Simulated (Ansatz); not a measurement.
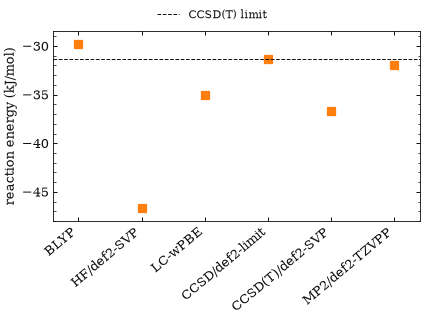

Electronic reaction energy of SnGeH₄ClF ([F][SnH]([Cl])[GeH3]) + HCl (Cl) → SnHCl₂F ([F][SnH]([Cl])[Cl]) + GeH₄ ([GeH4]) (SMILES in brackets) at several levels (functionals in def2-TZVPP unless a basis is named), isolated molecules at PBE0-D4 triple-zeta geometries, minima by their frequencies, no zero-point or thermal terms, the Ansatz code. The line is frozen-core CCSD(T) at the basis limit (MP2 extrapolated from triple and quadruple zeta, plus CCSD(T) less MP2 in a smaller set). The distance of HF/def2-SVP, CCSD(T)/def2-SVP and MP2/def2-TZVPP to the limit includes basis error. Core potentials past Kr.

> What do zero-point energy and temperature add?

Zero-point change 2.1 kJ/mol; at 298.15 K and 1 bar the CCSD(T) limit plus thermal terms gives an enthalpy of reaction of −32.4 and a free energy of −27.2 kJ/mol (harmonic PBE0-D4 modes, ideal gas).

> What range do the values span, the line included?

From −46.7 kJ/mol (HF/def2-SVP) to −29.8 kJ/mol (BLYP).

Known limits of this run: no scalar relativity up to krypton; outer-core shells are correlated without core-valence functions, which makes the correlated values less sure; spin-orbit coupling is left out, and with Sn it can shift these values.
